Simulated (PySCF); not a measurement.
**AlBNH4Cl (SMILES B[NH][AlH][Cl]): a chain of runs**

We compute a structure relaxation (PBE-D4/STO-3G), then a single-point energy (DF-CCSD(T)/3-21G), then the excited states (TD-mPWPW91/def2-TZVP) of AlBNH4Cl. Input form: a Python script.

The results are computed with PySCF 2.14.0.

1 further run of the same task is left out (for a faulty analytic Hessian).

## Step 1: Starting point

AlBNH4Cl: 8 atoms, total charge 0, spin state singlet. SMILES: `B[NH][AlH][Cl]`. Geometry: a rough force-field guess. This is one conformer, not always the lowest. The run starts from this shape.

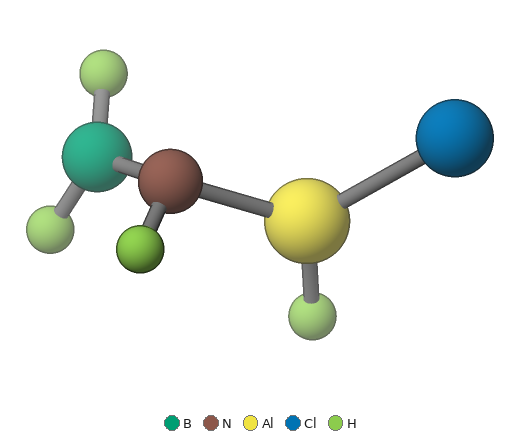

Viewed from a chosen angle; boron teal, nitrogen brown, aluminium yellow, chlorine blue, hydrogen green.

## Step 2: A geometry optimisation at PBE-D4/STO-3G (density fitting with cc-pvdz-jkfit) (run 1)

Input file job.py:

```python
from pyscf import gto, dft
from pyscf.geomopt.geometric_solver import kernel as optimise

mol = gto.Mole()
mol.atom = '''
B      0.120800     1.405000    -0.268300
N      0.850500     0.281300     0.306200
Al    -0.218100    -1.295000     0.011300
Cl     0.822500    -3.071800    -0.885600
H      0.052000     1.590400    -1.470200
H     -0.806600     1.951700     0.343500
H      0.917300     0.434400     1.344400
H     -1.646200    -1.353100     0.562900
'''
mol.max_memory = 1860
mol.charge = 0
mol.basis = 'sto-3g'
mol.verbose = 3
mol.build()

mf = dft.RKS(mol)
mf.xc = 'pbe'
mf = mf.density_fit(auxbasis='cc-pvdz-jkfit')
mf.disp = 'd4'
converged, mol_eq = optimise(mf, maxsteps=100)
print('converged:', converged)
print(mol_eq.tostring())

mf.reset(mol_eq)
mol = mol_eq
mf.kernel()
etot = mf.e_tot
print('Final energy', etot)
```

Started as:

```sh
$ OMP_NUM_THREADS=1 python job.py
```

Output:

```text
maxiter                   100
[... 39 lines left out ...]
> Convergence Criteria:
[... 19 lines left out ...]
converged SCF energy = -775.290145476002
[... 41 lines left out ...]
converged SCF energy = -775.327614611112
[... 62 lines left out ...]
converged SCF energy = -775.350328477847
[... 62 lines left out ...]
converged SCF energy = -775.353184648995
[... 62 lines left out ...]
converged SCF energy = -775.35774733981
[... 62 lines left out ...]
converged SCF energy = -775.358570345892
[... 53 lines left out ...]
Converged! =D
[... 1 line left out ...]
converged: True
B           0.24449730        1.34334618       -0.40111633
N          -0.10963218        0.33584870        0.50853990
Al         -0.19667129       -1.42591877        0.21160334
[... 4 lines of this table left out ...]
H          -0.59792006       -2.38588654        1.29495889
converged SCF energy = -775.358572802973
Final energy -775.3585728029731
```

It took 2.7 min on 1 thread of Intel Xeon at 2.50GHz (Skylake/Cascade Lake), shared host; peak memory 0.4 GiB.

Step by step:

| step | energy from the first frame kept (eV) | largest force (eV/Å) |
| --- | --- | --- |
| 0 | 0.0000 | 2.5626 |
| 1 | -0.5957 | 1.5497 |
| 2 | -1.0196 | 1.2838 |
| 3 | -1.3264 | 1.5319 |
| 4 | -1.5442 | 1.1340 |
| 5 | -1.6377 | 0.6486 |
| 6 | -1.6981 | 0.1643 |
| 7 | -1.7068 | 0.2286 |
| 8 | -1.7154 | 0.2328 |
| 9 | -1.7621 | 0.3029 |
| 10 | -1.7904 | 0.3560 |
| 11 | -1.8395 | 0.3670 |
| 12 | -1.8527 | 0.1291 |
| 13 | -1.8610 | 0.0551 |
| 14 | -1.8619 | 0.0321 |
| 15 | -1.8620 | 0.0060 |
| 16 | -1.8620 | 0.0028 |

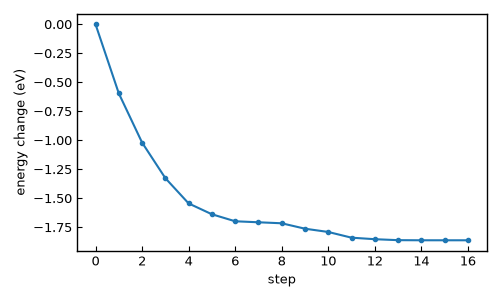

Energy along the run.

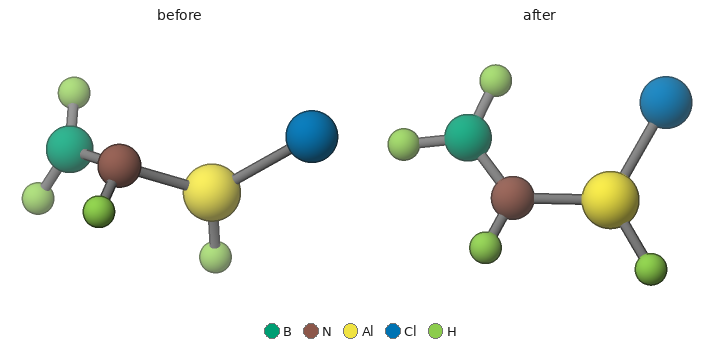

Before and after, at one scale.

After the run. Bond lengths: B1–N2 1.403 Å, N2–Al3 1.789 Å, Al3–Cl4 2.080 Å, B1–H5 1.179 Å, B1–H6 1.179 Å, N2–H7 1.054 Å, Al3–H8 1.502 Å. Angles: B1–N2–Al3 127.7°, N2–Al3–Cl4 117.3°, B1–N2–H7 115.9°, Al3–N2–H7 116.3°, N2–B1–H5 118.7°, N2–B1–H6 120.3°, N2–Al3–H8 121.5°, Cl4–Al3–H8 121.1°, H5–B1–H6 121.0°.

## Step 3: The energy at DF-CCSD(T)/3-21G (sfX2C, density fitting with cc-pvdz-jkfit) (run 3)

Input file start.xyz:

```xyz
8
AlBClH4N
B      0.244497     1.343346    -0.401116
N     -0.109632     0.335849     0.508540
Al    -0.196671    -1.425919     0.211603
Cl     0.281683    -2.097952    -1.697845
H      0.524044     1.036145    -1.504524
H      0.259982     2.472439    -0.061788
H     -0.351289     0.658458     1.482267
H     -0.597920    -2.385887     1.294959
```

Input file calc.py:

```python
# B[NH][AlH][Cl]
from pyscf import gto, scf, cc

molecule = gto.Mole()
molecule.atom = 'start.xyz'
molecule.spin = 0
molecule.verbose = 4
molecule.max_memory = 1860
molecule.cart = True
molecule.basis = '3-21g'
molecule.build()

mf = scf.RHF(molecule)
mf = mf.x2c()
mf = mf.density_fit(auxbasis='cc-pvdz-jkfit')
mf.kernel()

mycc = cc.CCSD(mf).density_fit()
mycc.kernel()
e_t = mycc.ccsd_t()
e_tot = mycc.e_tot + e_t
print(f'total energy: {e_tot:.8f} hartree')
```

Started as:

```sh
$ OMP_NUM_THREADS=1 python calc.py
```

Output:

```text
PySCF version 2.14.0

[... 66 lines left out ...]
converged SCF energy = -780.624833908636
[... 13 lines left out ...]
Init t2, MP2 energy = -780.872659685831  E_corr(MP2) -0.247825777194492
[... 11 lines left out ...]
RCCSD converged
[... 2 lines left out ...]
total energy: -780.90887547 hartree
```

It took 24 s on 1 thread of Intel Xeon at 2.50GHz (Skylake/Cascade Lake), shared host; peak memory 0.21 GiB.

## Step 4: The excited states at TD-mPWPW91/def2-TZVP (density fitting with def2-universal-jkfit, spin of roots singlet) (run 4)

Input file calc.py:

```python
from pyscf import gto, dft, tdscf

mol = gto.M(
    atom=[
    ('B', (0.244497, 1.343346, -0.401116)),
    ('N', (-0.109632, 0.335849, 0.508540)),
    ('Al', (-0.196671, -1.425919, 0.211603)),
    ('Cl', (0.281683, -2.097952, -1.697845)),
    ('H', (0.524044, 1.036145, -1.504524)),
    ('H', (0.259982, 2.472439, -0.061788)),
    ('H', (-0.351289, 0.658458, 1.482267)),
    ('H', (-0.597920, -2.385887, 1.294959)),
],
    max_memory=1860,
    verbose=3,
    charge=0,
    basis='def2-tzvp',
)

mf = dft.RKS(mol)
mf.xc = 'mpw91,pw91'
mf = mf.density_fit(auxbasis='def2-universal-jkfit')
mf.kernel()

e_final = mf.e_tot
print('E = %.10f Eh' % e_final)

td = tdscf.TDDFT(mf)
td.nstates = 5
td.kernel()
td.analyze()
roots = td.e * 27.211386
osc = td.oscillator_strength()
print('state   eV      nm      f')
for i, (w, f) in enumerate(zip(roots, osc), 1):
    print('%3d %9.4f %8.1f %9.5f' % (i, w, 1239.842 / w, f))
```

Started as:

```sh
$ OMP_NUM_THREADS=1 python calc.py
```

Output:

```text
converged SCF energy = -784.821837295266
E = -784.8218372953 Eh
Excitation energies (eV)
[5.4213403  5.77208884 6.01566194 6.49938835 6.62902302]

** Singlet excitation energies and oscillator strengths **
state   eV      nm      f
  1    5.4213    228.7   0.00078
  2    5.7721    214.8   0.00279
  3    6.0157    206.1   0.10201
  4    6.4994    190.8   0.02808
  5    6.6290    187.0   0.02291
```

Wall time 3.6 min (1 thread of Intel Xeon at 2.50GHz (Skylake/Cascade Lake), shared host); peak memory 0.71 GiB.

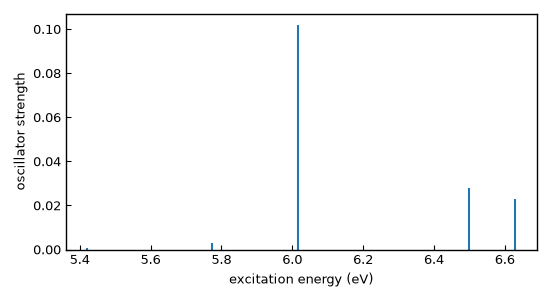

Vertical excitations as sticks.

The roots found:

| excited state | energy (eV) | strength |
| --- | --- | --- |
| 1 | 5.421 | 0.0008 |
| 2 | 5.772 | 0.0028 |
| 3 | 6.016 | 0.1020 |
| 4 | 6.499 | 0.0281 |
| 5 | 6.629 | 0.0229 |

## Step 5: Outcome

```
                                                               quantity          value
                          run 1, PBE-D4/STO-3G: total energy at the end  -775.35857 Eh
                                    run 1, PBE-D4/STO-3G: dipole moment         3.92 D
                                      run 1, PBE-D4/STO-3G: HOMO energy       -4.85 eV
                                      run 1, PBE-D4/STO-3G: LUMO energy        1.72 eV
                                    run 1, PBE-D4/STO-3G: HOMO–LUMO gap        6.57 eV
                                run 1, PBE-D4/STO-3G: dispersion energy  -15.45 kJ/mol
                                  run 3, DF-CCSD(T)/3-21G: total energy  -780.90888 Eh
          run 3, DF-CCSD(T)/3-21G: dipole moment (Hartree–Fock density)         3.72 D
           run 3, DF-CCSD(T)/3-21G: HOMO energy (Hartree–Fock orbitals)      -12.06 eV
           run 3, DF-CCSD(T)/3-21G: LUMO energy (Hartree–Fock orbitals)        1.58 eV
         run 3, DF-CCSD(T)/3-21G: HOMO–LUMO gap (Hartree–Fock orbitals)       13.64 eV
                            run 3, DF-CCSD(T)/3-21G: correlation energy     -284.0 mEh
                                run 3, DF-CCSD(T)/3-21G: (T) correction      -7.17 mEh
                                 run 3, DF-CCSD(T)/3-21G: T1 diagnostic          0.010
         run 4, TD-mPWPW91/def2-TZVP: ground-state or mean-field energy  -784.82184 Eh
 run 4, TD-mPWPW91/def2-TZVP: dipole moment (mPWPW91 Kohn–Sham density)         2.33 D
  run 4, TD-mPWPW91/def2-TZVP: HOMO energy (mPWPW91 Kohn–Sham orbitals)       -7.37 eV
  run 4, TD-mPWPW91/def2-TZVP: LUMO energy (mPWPW91 Kohn–Sham orbitals)       -2.00 eV
run 4, TD-mPWPW91/def2-TZVP: HOMO–LUMO gap (mPWPW91 Kohn–Sham orbitals)        5.38 eV
          run 4, TD-mPWPW91/def2-TZVP: lowest singlet excitation energy        5.42 eV
```

What this shows: The optimisation (run 1, PBE-D4/STO-3G) took 16 steps and changed the energy by -1.862 eV. Mulliken charges (run 1, PBE-D4/STO-3G) run from -0.51 on N2 to +0.96 on Al3. Mulliken charges (run 3, DF-CCSD(T)/3-21G) of the mean-field density run from -1.11 on N2 to +1.27 on Al3; they depend strongly on the basis. The triples (run 3, DF-CCSD(T)/3-21G) make up 2.5 % of the correlation energy. The brightest of the 5 transitions from the ground state lies at 6.02 eV (206 nm, f = 0.102); the lowest, at 5.42 eV, has f = 0.001.
